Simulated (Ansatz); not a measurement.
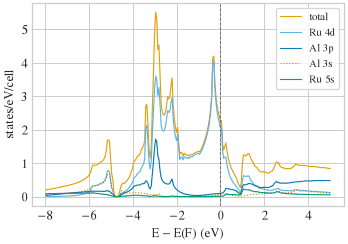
Figure. Total and projected density of states of AlRu (rock salt, Fm-3m), PBE in the plane-wave PAW code Ansatz

**Question.** Which orbitals carry the states next to the Fermi level?

**Answer.** Within 0.5 eV of the Fermi level: Ru 4d 89 %, Al 3p 6 %. Projections are on Löwdin-orthogonalised atomic valence shells; empty p or d shells of many metals are not among them.

**Question.** Where is the tallest occupied peak in this window, and what makes it?

**Answer.** Near -2.9 eV, about 5.5 states/eV per cell; the largest projected share is Ru 4d.

The start of the workflow was typed in or built on a structure type; neither database checked (COD, Materials Project) lists it. COD files the formula under space group No. 221, so this cell is another polymorph or a model. Whether it is the stable phase at ambient conditions was not checked. The cell was relaxed with PBE under the symmetry of its start; its stability against distortions is not shown here. The run is not spin-polarised. Its formation energy is positive at this level, so the cell may be metastable or incomplete. Spin–orbit coupling is left out wherever it is not named.

Potentials: the later of the program's two PAW sets.
